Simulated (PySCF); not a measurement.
# As₃: quartet, from a linear chain start

Where does quartet As₃ go from a linear chain start, is the end point a minimum, and what are its modes, charges and moments?

Computed with PySCF 2.14.0. Level: PBE0, basis As def2-TZVP, no relativity, density fitting.

## (1) Where the work starts

3 atoms, charge 0, spin multiplicity 4.

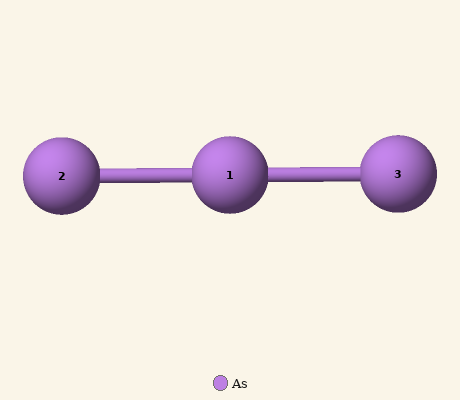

As it starts; arsenic purple; atoms are numbered from 1 in the order of the file.

Z-matrix (Å, degrees; charge 0 multiplicity 4):
```
As
As 1 2.2990
As 1 2.2990 2 180.00
```

## (2) The SCF at the typed geometry

The steps below are one call of a driver around PySCF. For each, scf.py gives the equivalent set-up of the SCF; relaxations use the driver's own optimiser. After this first run the driver tries any further starts and a stability analysis.

scf.py

```python
from pyscf import gto, scf, dft
mol = gto.M(atom='''
As     0.000000     0.000000     0.000000
As     0.000000     0.000000     2.299000
As     0.000000     0.000000    -2.299000''',
    basis={'As': 'def2-TZVP'},
    charge=0, spin=3)
mf = dft.UKS(mol, xc='PBE0')
mf.grids.atom_grid = (50, 194)
aux = {'As': 'def2-universal-JKFIT'}
mf = mf.density_fit(auxbasis=aux)
mf.conv_tol = 1e-08
mf.diis_space = 10
mf.max_cycle = 60
mf.init_guess = 'minao'
mf.verbose = 4
mf.kernel()
```

Launch:

```console
$ OMP_NUM_THREADS=4 python axn.py task.json out
```

What it wrote:

```text
init E= -6704.72131094751
[... the frontier-level lines of each cycle are left out ...]
cycle= 1 E= -6706.68836558998  delta_E= -1.97  |g|= 0.452  |ddm|= 2.06
cycle= 2 E= -6706.69083217976  delta_E= -0.00247  |g|= 0.425  |ddm|= 0.479
cycle= 3 E= -6706.71887272385  delta_E= -0.028  |g|= 0.108  |ddm|= 0.303
cycle= 4 E= -6706.72672616667  delta_E= -0.00785  |g|= 0.0213  |ddm|= 0.124
cycle= 5 E= -6706.72870936909  delta_E= -0.00198  |g|= 0.0102  |ddm|= 0.0931
cycle= 6 E= -6706.7294157668  delta_E= -0.000706  |g|= 0.00459  |ddm|= 0.0761
cycle= 7 E= -6706.72947529771  delta_E= -5.95e-05  |g|= 0.00178  |ddm|= 0.0235
cycle= 8 E= -6706.72947900389  delta_E= -3.71e-06  |g|= 0.00041  |ddm|= 0.00467
cycle= 9 E= -6706.72947917483  delta_E= -1.71e-07  |g|= 7.91e-05  |ddm|= 0.000824
cycle= 10 E= -6706.72947918327  delta_E= -8.44e-09  |g|= 5.85e-06  |ddm|= 0.000307
Extra cycle  E= -6706.72947918333  delta_E= -5.82e-11  |g|= 3.38e-06  |ddm|= 1.79e-05
converged SCF energy = -6706.72947918333  <S^2> = 4.0630057  2S+1 = 4.1535554
```

This step, with its further starts and checks, ran for 31 s (4 threads of Arm Neoverse V2, shared host).

Energies from each starting density:

```
                      start   energy (Eh)
    the minimal-basis guess  -6706.729479
a thermally smeared density  -6706.731549
      a smeared PBE density  -6706.729479
```

This is not the lowest solution: one lies 5.4 kJ/mol lower, at -6706.73155 Eh, and the relaxation starts from that.

## (3) Relaxation: linear chain start, quartet

The program finds D∞h symmetry in the start, which this walk keeps. The walk stops when the largest gradient is under 0.0003 Eh/bohr and the energy has settled too.

scf.py, as its differences from that of step 2:

```diff
@@ -15 +14,0 @@
-mf.init_guess = 'minao'
```

The optimiser's trace:

```
step   energy (Eh)  change (kJ/mol)  largest symmetric gradient (Eh/bohr)
   0  -6706.731549             0.00                               0.01343
   1  -6706.732762            -3.19                               0.00316
   2  -6706.732825            -3.35                               0.00037
   3  -6706.732826            -3.35                               0.00001
```

The walk took 22 s.

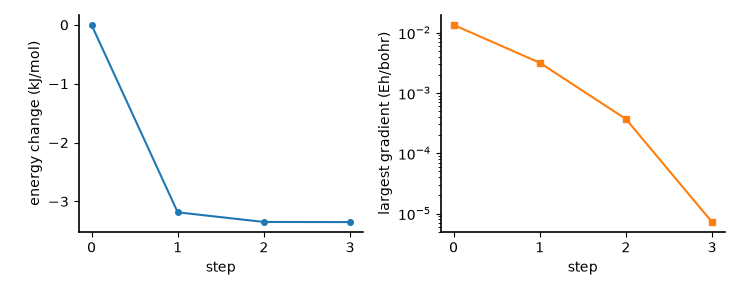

How energy and gradient fall.

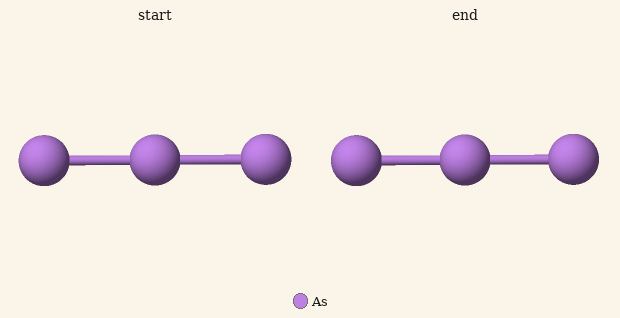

Start and end of the relaxation.

End point (D∞h, 3 steps, 3.4 kJ/mol gained): As–As 2.251 Å (×2); As–As–As 180.0°.

## (4) Frequencies

On the finer grid the gradient is checked again; gradients at displacements of ±0.02 bohr then give force constants and infrared intensities.

scf.py, as its differences from that of step 3:

```diff
@@ -4,2 +4,2 @@
-As     0.000000     0.000000     2.299000
-As     0.000000     0.000000    -2.299000''',
+As    -0.000000     0.000000     2.250266
+As     0.000000    -0.000000    -2.250266''',
@@ -9 +9 @@
-mf.grids.atom_grid = (50, 194)
+mf.grids.atom_grid = (75, 302)
@@ -12 +12 @@
-mf.conv_tol = 1e-08
+mf.conv_tol = 1e-10
```

The driver hands on the density of the step before, so the log starts near convergence.

Log of the central SCF (cycles and frontier levels):

```text
init E= -6706.73277945069
[... the frontier-level lines of each cycle are left out ...]
cycle= 1 E= -6706.73277945023  delta_E= 4.62e-10  |g|= 2.65e-05  |ddm|= 4.13e-05
cycle= 2 E= -6706.73277944685  delta_E= 3.38e-09  |g|= 7.02e-05  |ddm|= 0.000106
cycle= 3 E= -6706.73277945078  delta_E= -3.93e-09  |g|= 5.23e-06  |ddm|= 7.84e-05
cycle= 4 E= -6706.7327794508  delta_E= -2e-11  |g|= 5.83e-07  |ddm|= 5.56e-06
Extra cycle  E= -6706.73277945081  delta_E= -9.09e-12  |g|= 5.96e-07  |ddm|= 3.22e-06
converged SCF energy = -6706.73277945081  <S^2> = 3.8641792  2S+1 = 4.0566879
```

The whole step took 3.6 min.

Geometry: D∞h; As–As 2.250 Å (×2); As–As–As 180.0°.

Harmonic modes (main isotopes):

```csv
ω (cm⁻¹),IR (km/mol),type
394i,0.0,bend
393i,0.0,bend
239,0.0,stretch
326,70.2,stretch
```

2 modes are imaginary, the largest at 394i cm⁻¹: a saddle point, not a minimum.

The SCF density has lower symmetry than the nuclear frame, so the modes carry no labels; pairs that should be degenerate can split.

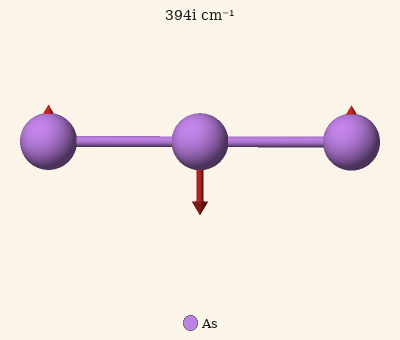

The imaginary mode, as arrows.

Properties at this point:

- Dipole moment: 0.00 D
- Highest occupied level: -4.43 eV
- Lowest empty level: -4.01 eV
- Rotational constants: 0.02222 cm⁻¹
- Zero-point energy (real modes): 3.4 kJ/mol
- Principal polarisabilities: 56.2, 58.2, 194.0 bohr³
- Atomisation energy without zero-point energy: 303 kJ/mol
- Principal traceless quadrupole moments about the centre of mass: -6.47, -1.30, 7.77 D Å
- Spin squared ⟨S²⟩: 3.864

Populations by atom (charges in e):

```json
{"atom": "As1", "Mulliken": "-0.08", "Löwdin": "-0.07", "polar tensor": "-0.62", "spin (Mulliken)": "-0.01", "Mayer order to As1": "–"}
{"atom": "As2,3", "Mulliken": "0.04", "Löwdin": "0.04", "polar tensor": "0.31", "spin (Mulliken)": "1.50", "Mayer order to As1": "1.51"}
```

Outer orbital energies (eV). α occupied: -17.49, -13.56, -9.21, -8.47, -8.26, -7.20, -7.07, -4.43; empty: -2.72, -2.60, 2.44, 3.74. β occupied: -45.47, -45.46, -18.40, -16.08, -12.46, -8.68, -7.50, -6.90; empty: -4.01, -3.77, -2.08, -1.88.

Mulliken populations on As1: s 7.69, p 15.29, d 10.09, f 0.02.

## (5) Downhill along the imaginary mode

The start is the last point, displaced along its most imaginary mode.

The program finds C2v symmetry in the start, which this walk keeps.

scf.py, as its differences from that of step 4:

```diff
@@ -3,3 +3,3 @@
-As     0.000000     0.000000     0.000000
-As    -0.000000     0.000000     2.250266
-As     0.000000    -0.000000    -2.250266''',
+As    -0.084707     0.084998    -0.000000
+As     0.042354    -0.042499     2.250266
+As     0.042354    -0.042499    -2.250266''',
@@ -9 +9 @@
-mf.grids.atom_grid = (75, 302)
+mf.grids.atom_grid = (50, 194)
@@ -12 +12 @@
-mf.conv_tol = 1e-10
+mf.conv_tol = 1e-08
```

Energy and gradient, step by step:

```
step   energy (Eh)  change (kJ/mol)  largest symmetric gradient (Eh/bohr)
   0  -6706.741846             0.00                               0.02438
   1  -6706.760648           -49.36                               0.01839
   2  -6706.775539           -88.46                               0.02193
   3  -6706.782034          -105.51                               0.02411
   4  -6706.789241          -124.43                               0.01693
   5  -6706.793188          -134.80                               0.00518
   6  -6706.793493          -135.60                               0.00214
   7  -6706.793537          -135.71                               0.00010
   8  -6706.793538          -135.72                               0.00001
```

The walk took 58 s.

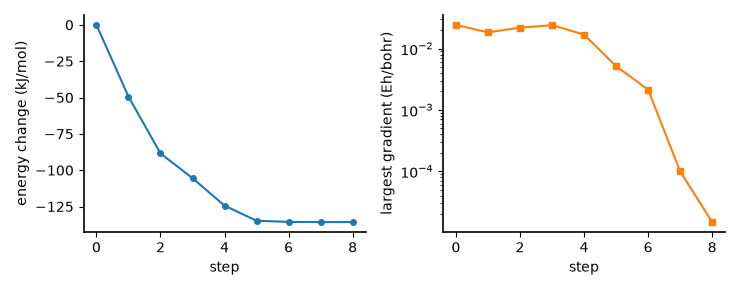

Energy and largest gradient along the walk.

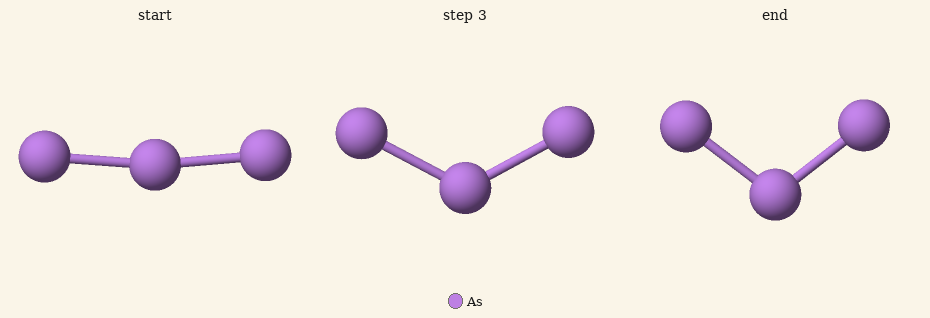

Start and end of the relaxation, with a step between.

It settles in C2v symmetry, 135.7 kJ/mol below the start, after 8 steps: As–As 2.291 Å (×2); As–As–As 104.6°.

## (6) Is it a minimum? Harmonic modes

The same treatment as at the point before.

scf.py, as its differences from that of step 5:

```diff
@@ -3,3 +3,3 @@
-As    -0.084707     0.084998    -0.000000
-As     0.042354    -0.042499     2.250266
-As     0.042354    -0.042499    -2.250266''',
+As    -0.657663     0.659923    -0.000000
+As     0.328831    -0.329962     1.814972
+As     0.328831    -0.329962    -1.814972''',
@@ -9 +9 @@
-mf.grids.atom_grid = (50, 194)
+mf.grids.atom_grid = (75, 302)
@@ -12 +12 @@
-mf.conv_tol = 1e-08
+mf.conv_tol = 1e-10
```

Log of the central SCF (cycles and frontier levels):

```text
init E= -6706.79341749377
[... the frontier-level lines of each cycle are left out ...]
cycle= 1 E= -6706.79341749376  delta_E= 1.18e-11  |g|= 5.21e-06  |ddm|= 8.49e-06
Extra cycle  E= -6706.79341749373  delta_E= 3.27e-11  |g|= 9.92e-06  |ddm|= 1.45e-05
converged SCF energy = -6706.79341749373  <S^2> = 3.898532  2S+1 = 4.0735891
```

The whole step ran for 87 s (4 threads of Arm Neoverse V2, shared host).

Geometry: C2v; As–As 2.291 Å (×2); As–As–As 104.8°.

Modes, for the most abundant isotopes:

```csv
symmetry,ω (cm⁻¹),IR (km/mol),μ (u)
a1,98,0.2,74.92
b2,239,2.2,74.92
a1,291,0.0,74.92
```

μ is the mass of the mode for normalised Cartesian displacements, not the reduced mass of the usual diatomic formula.

No imaginary mode, so this is a minimum.

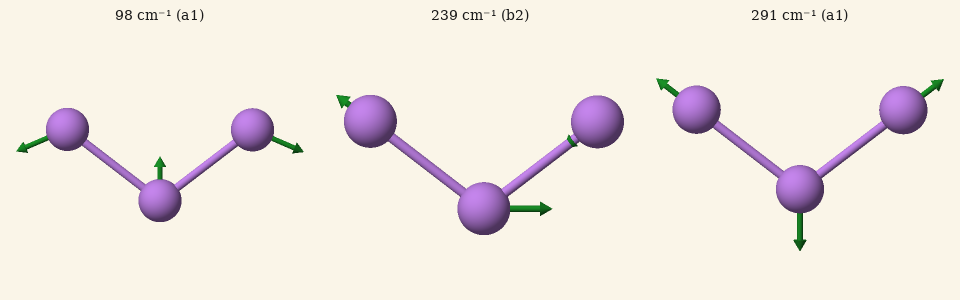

Displacements of 3 of the modes, as arrows (one member where a mode is degenerate).

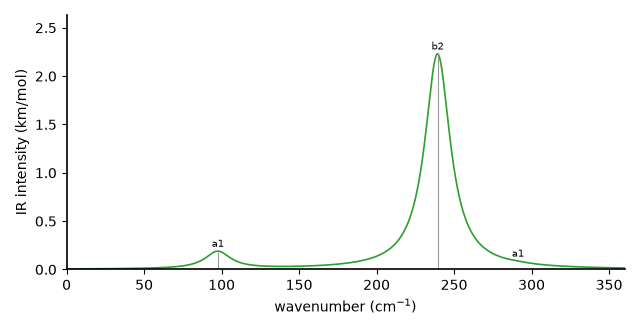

The harmonic infrared spectrum (widths in cm⁻¹). Lines are broadened to a width of 20 cm⁻¹ (Lorentzian).

Properties at this point:

```yaml
Dipole_moment: 0.25 D
Highest_occupied_level: -6.35 eV
Lowest_empty_level: -3.44 eV
Rotational_constants: 0.1728, 0.03415, 0.02852 cm⁻¹
Zero-point_energy: 3.8 kJ/mol
Principal_polarisabilities: 54.9, 77.6, 141.8 bohr³
Atomisation_energy_without_zero-point_energy: 463 kJ/mol
Principal_traceless_quadrupole_moments_about_the_centre_of_mass: -0.25, 0.12, 0.12 D Å
Entropy_at_298.15_K_and_1_bar_electronic_part_spin_only: 330.4 J/(mol K)
Heat_capacity_Cp_at_298.15_K: 55.9 J/(mol K)
Enthalpy_at_298.15_K_above_0_K: 14.31 kJ/mol
Rotational_symmetry_number: 2
Spin_squared_⟨S²⟩: 3.899
```

Populations by atom (charges in e):

| atom | Mulliken | Löwdin | polar tensor | spin (Mulliken) | Mayer order to As1 |
| --- | --- | --- | --- | --- | --- |
| As1 | 0.00 | -0.08 | -0.10 | -0.47 | – |
| As2,3 | 0.00 | 0.04 | 0.05 | 1.74 | 1.49 |

Outer orbital energies (eV). α occupied: -16.91, -13.64, -8.87, -8.61, -8.18, -6.71, -6.46, -6.35; empty: -2.81, -0.09, 0.42, 4.19. β occupied: -45.61, -45.57, -18.49, -15.14, -12.62, -8.15, -7.66, -7.57; empty: -3.44, -3.29, -2.74, -2.06.

Mulliken populations on As1: s 7.84, p 15.02, d 10.13, f 0.01.

## (7) All stationary points

| spin | group | bonds | imaginary modes (cm⁻¹) | ΔE (kJ/mol) | with zero-point energy |
| --- | --- | --- | --- | --- | --- |
| quartet | C2v | As–As 2.291 Å (×2) | none | 0.0 | 0.0 |
| quartet | D∞h (density of lower symmetry) | As–As 2.250 Å (×2) | 394i, 393i | 159.2 | – |

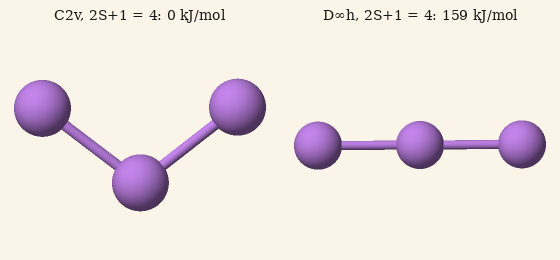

The points, lowest first (arsenic purple).

## (8) Outcome

```
                                          quantity                                value
                                           minimum                         quartet, C2v
                                          geometry  As–As 2.291 Å (×2); As–As–As 104.8°
                                wavenumbers (cm⁻¹)          98 (a1), 239 (b2), 291 (a1)
                                     dipole moment                               0.25 D
highest occupied, lowest empty level (either spin)                      -6.35, -3.44 eV
                        polar-tensor charge of As1                              -0.10 e
                                 zero-point energy                           3.8 kJ/mol
                               entropy at 298.15 K                      330.4 J/(mol K)
         atomisation energy (no zero-point energy)                           463 kJ/mol
                                              ⟨S²⟩                                3.899
```

What this shows: From D∞h at the start the molecule goes to a C2v minimum, after a stop at a second-order saddle point 159.2 kJ/mol higher, from which it was pushed off along an imaginary mode. The strongest infrared band lies at 239 cm⁻¹ (b2, stretch). The first SCF alone would have been 5 kJ/mol too high. Other starts or spin states, not run here, may lie lower.

The search up to here took 7 min.
